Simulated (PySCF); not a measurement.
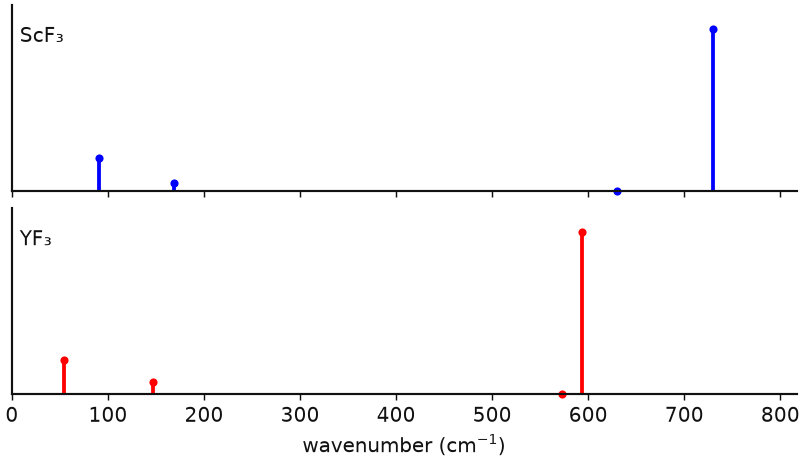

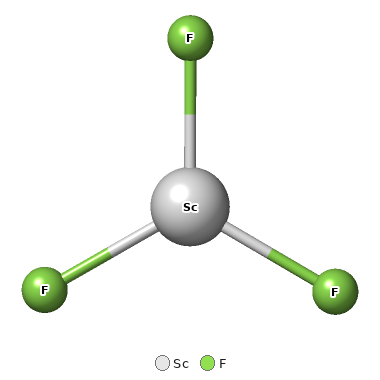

Harmonic infrared lines of ScF₃ and YF₃, all D3h singlets, each the lowest point that its search found (ScF₃ is drawn); the central atom changes down one group of the periodic table. PBE0/def2-TZVP (core potentials past Kr), PySCF, unscaled, no spin-orbit coupling; each panel is scaled to its strongest line, degenerate modes are one line with their intensities summed, and dots on the axis are modes too weak to show or inactive.

Q: How do the bond length and the stretches change along the series?

A: Mean bond length: ScF₃ 1.838, YF₃ 1.997 Å, rising down the group. Highest e' mode: ScF₃ 730, YF₃ 594 cm⁻¹, falling down the group.
